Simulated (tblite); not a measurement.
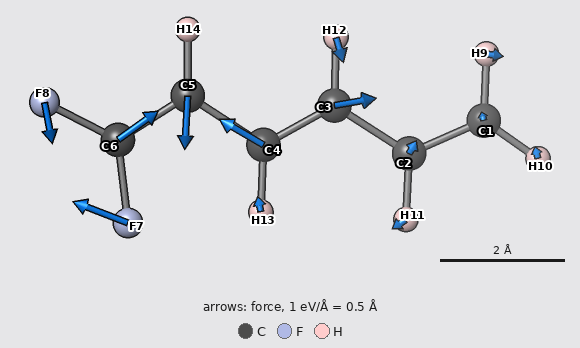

Starting geometry of C6H6F2 with the computed forces as blue arrows. Style: ball-and-stick. Shown face on.

The calculation used GFN2-xTB geometry optimisation, gas phase in tblite. 

> What follows when this structure is relaxed?

It isn't relaxed: the largest force vector, on F7, is 1.96 eV/Å. The final displacements follow the starting forces only in part (cosine between the two patterns 0.47). The largest move after the best rigid fit is that of F7, 0.44 Å. By element the largest moves are F 0.44 Å, H 0.16 Å, C 0.11 Å. Near-neighbour distances that change, for instance: C4–C5 1.475 → 1.437 Å, C6–F7 1.357 → 1.329 Å, C3–H12 1.106 → 1.082 Å, C3–C4 1.320 → 1.343 Å. Among the angles between lasting bonds that change: F7–C6–F8 123.9° → 109.6°, C5–C6–F7 115.2° → 125.8°, C4–C5–C6 115.0° → 123.6°. The energy falls by 12.4 kcal/mol in 41 geometry steps.
